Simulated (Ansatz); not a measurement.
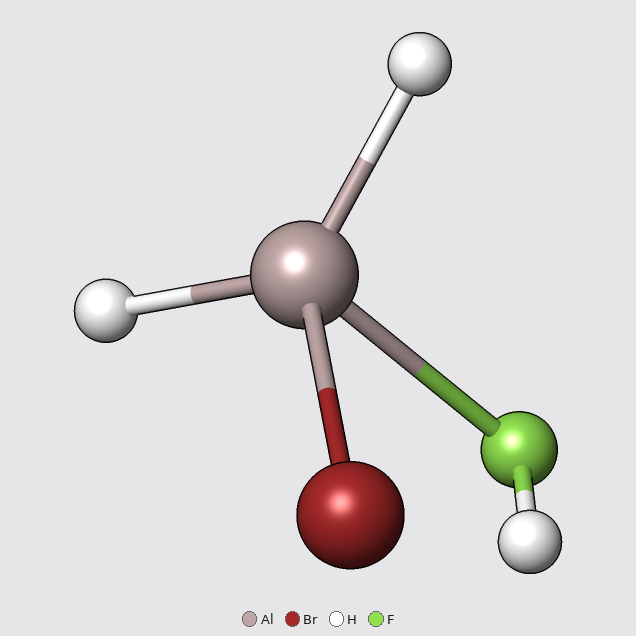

Sticks follow a distance rule. Harmonic vibrations computed with RKS PBE0-D4/def2-TZVP (Ansatz 0.2.0) at a stationary point of the same level.

### Is this a minimum or a saddle point?

A minimum: no imaginary frequency, and the lowest mode lies at 174 cm⁻¹.

### List the wavenumbers.

12 modes: 174, 276, 365, 402, 456, 554, 632, 734, 819, 1966, 1981, 3414 cm⁻¹.
